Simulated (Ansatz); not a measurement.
Start from TiO$_{2}$ in the anatase structure (space group I4_1/amd, No. 141; a = 3.739 Å, c = 9.455 Å). Axes: x, y, z lie along a, b, c of the conventional cell.

Structures relaxed with DFT with LDA, PAW potentials and a 420 eV plane-wave cutoff in Ansatz (an electronic-structure program), no SOC.

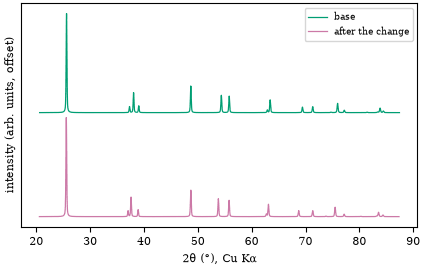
Figure. Simulated powder patterns before (top) and after one change

Problem. Which of these changes matches the shifts?
(A) uniaxial strain ε_zz = +2.40 %
(B) uniaxial strain ε_zz = +3.00 %
(C) uniaxial strain ε_zz = +1.20 %

Solution. C, uniaxial strain ε_zz = +1.20 %. Its volume per atom is 11.15 Å³ against 11.02 Å³, and its space group is I4_1/amd (No. 141).

Stability against distortions was not tested. The final runs are not spin-polarised.
